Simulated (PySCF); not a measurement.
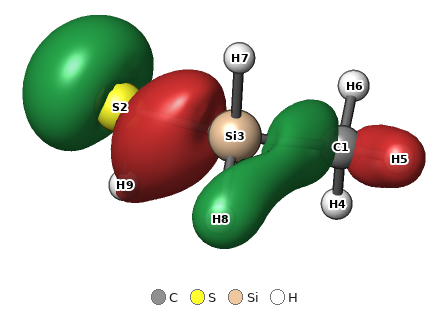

Figure 1: CH6SSi (SMILES C[SiH2]S). The HOMO−1 at ±0.15 Å⁻³ᐟ² (green and red are the two phases), seen from one side.

Geometry: BLYP-D3(BJ)/def2-SVP.

Computed with PySCF 2.14.0, Gaussian-basis quantum chemistry of an isolated molecule with PySCF, energy and nuclear gradient, functional PBE0.

The calculation's input:

```
from pyscf import gto, dft

mol = gto.M(
    atom='''
C     -0.370383     0.007404    -1.048767
S     -0.919078    -1.644578     1.857446
Si     0.348531    -0.322224     0.671259
H     -0.436818    -0.932012    -1.634445
H      0.272445     0.717076    -1.610488
H     -1.388328     0.437872    -0.970012
H      0.405158     0.935686     1.483536
H      1.734585    -0.886890     0.542306
H     -0.784648    -2.709304     1.013816
''',
    spin=0,
    verbose=3,
    max_memory=3720,
    basis='def2-tzvpd',
)

mf = dft.RKS(mol, xc='pbe0')
mf = mf.density_fit(auxbasis='def2-universal-jkfit')
mf.conv_tol = 1e-09
mf.grids.level = 3
mf.max_cycle = 100
mf.kernel()
if not mf.converged:
    mf = mf.newton().run(mf.mo_coeff, mf.mo_occ)

e_tot = mf.e_tot
print('Final energy', e_tot)
grad = mf.nuc_grad_method().kernel()
dip = mf.dip_moment()
pop, q = mf.mulliken_pop()
```

Launched as:

```sh
OMP_NUM_THREADS=2 python job.py
```

**Where does this orbital lie, and at what energy?**

By Hirshfeld shares it lies mainly on S2 (about 60 %), Si3 (about 20 %) and C1 (about 10 %). Its energy is −9.03 eV.
